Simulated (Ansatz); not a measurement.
**Run report: AlHClOF, single-point calculation**

- system: AlHClOF, SMILES [OH][Al]([F])[Cl]
- method: RKS PBE0-D4/def2-TZVPP (Ansatz 0.2.0)

The geometry is a randomly displaced structure. Figures and captions count atoms from 1; the log counts them from 0 in places.

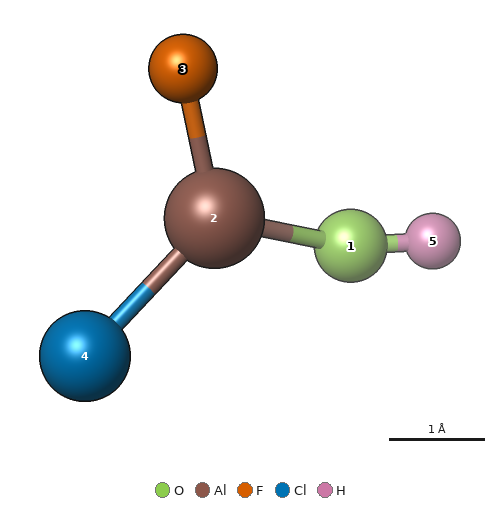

*The structure as given in the input (ball-and-stick view, seen at a tilt; atoms are numbered from 1 in the order of the input). Sticks mark near contacts.*

### Key numbers

| quantity | value |
| --- | --- |
| outcome | converged |
| total energy | −23895.8850 eV |
| mean-field energy | −23895.8043 eV |
| dispersion energy | −0.0808 eV |
| SCF solution under orbital rotations | stable |
| HOMO | −9.23 eV |
| LUMO | −1.19 eV |
| largest force (length of the vector) | 6.058 eV/Å |
| dipole moment | 1.65 D |
| hardware | 4 CPU threads, shared host |
| wall time | 1.1 s (CPU time 3.5 s) |
| peak memory | 0.34 GiB |

### The input
```yaml
crystal:
  periodic: [false, false, false]
  atoms:
    - {symbol: O, position_ang: [0.222100, 1.136300, -0.349300]}
    - {symbol: Al, position_ang: [-0.038500, -0.510400, 0.088200]}
    - {symbol: F, position_ang: [0.244800, -0.869500, 1.661800]}
    - {symbol: Cl, position_ang: [-1.036400, -1.753000, -1.132100]}
    - {symbol: H, position_ang: [0.657900, 1.907800, -0.425500]}
basis:
  gaussian: {orbitals: def2-TZVPP}
hamiltonian: {xc: pbe0, dispersion: d4}
output: {forces: true, orbitals: {seedname: orbitals}}
```

### The program's output
```
Functional definition: PBE0
  name "PBE0"
  cite "Adamo & Barone, J. Chem. Phys. 110, 6158 (1999) doi:10.1063/1.478522"
  cite "Perdew, Burke & Ernzerhof, Phys. Rev. Lett. 77, 3865 (1996) doi:10.1103/PhysRevLett.77.3865"
  parent pbe
  parameter a = 0.25
  parameter kappa = 0.804
  parameter beta = 0.06672455060314922
  exchange = (1 - a)*pbe_x(kappa = kappa, mu = beta*pi^2/3) + a*exact_x
  correlation = pbe_c(beta = beta)
991 factors; their error is unknown
mean field evaluation 1: about -23888.4374 eV, gradient 6.9e1 eV
mean field evaluation 2: about -23871.2738 eV, gradient 1.2e2 eV
mean field evaluation 4: about -23895.6807 eV, gradient 6.9e0 eV
mean field evaluation 8: about -23895.8042 eV, gradient 1.4e-1 eV
mean field -23895.80424578 eV, -878.1546088747 hartree, gradient 5.6e-5 eV, S^2 0.000000; 0 other end points of the search recorded, 0 dependent functions left out
the calculation of the forces begins
reference -23895.80427423 eV, -878.1546099199 hartree; 24, 24 occupied and 136, 136 virtual orbitals, 991 factors
Total energy: -23895.88504541 eV, -878.1575782063 hartree
Atom 0 at     0.222100     1.136300    -0.349300 Å, force    -2.465566    -5.514980     0.455012 eV/Å
Atom 1 at    -0.038500    -0.510400     0.088200 Å, force     0.693760     3.275280     0.578099 eV/Å
Atom 2 at     0.244800    -0.869500     1.661800 Å, force     0.085899    -0.296012    -0.125040 eV/Å
Atom 3 at    -1.036400    -1.753000    -1.132100 Å, force    -0.446153    -0.811211    -0.715508 eV/Å
Atom 4 at     0.657900     1.907800    -0.425500 Å, force     2.132060     3.346924    -0.192562 eV/Å
Dipole moment:     0.223455     0.163271    -0.204450 e Å
```

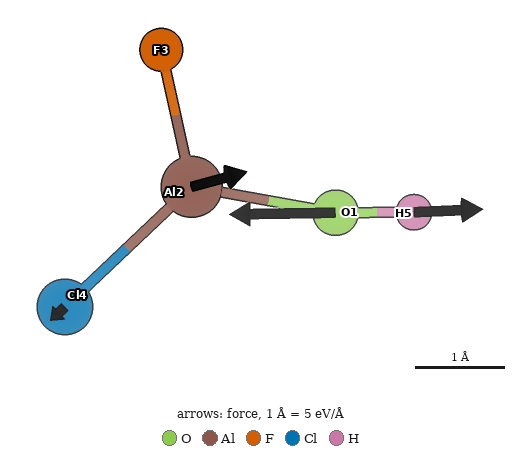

*Forces on the atoms as black arrows (ball-and-stick view, seen at a tilt; atoms are numbered from 1 in the order of the input); the smallest are left out.*

The largest act on O1 (6.06 eV/Å); H5 (3.97 eV/Å); Al2 (3.40 eV/Å). The geometry is not a stationary point of this energy.

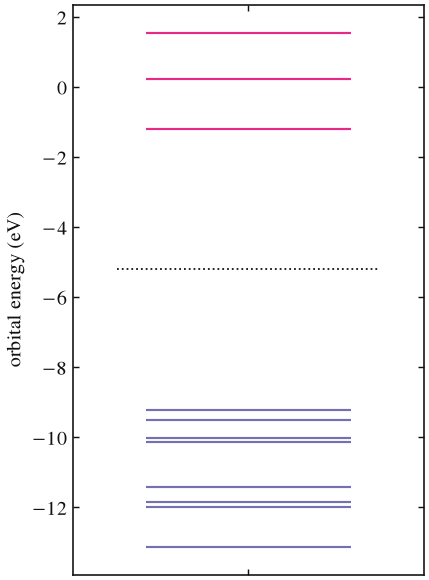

*Orbital energies near the frontier; the dotted line parts filled from empty levels, and levels within 0.02 eV of each other stand side by side.*

Highest filled −9.23 eV, lowest empty −1.19 eV, 8.04 eV apart.
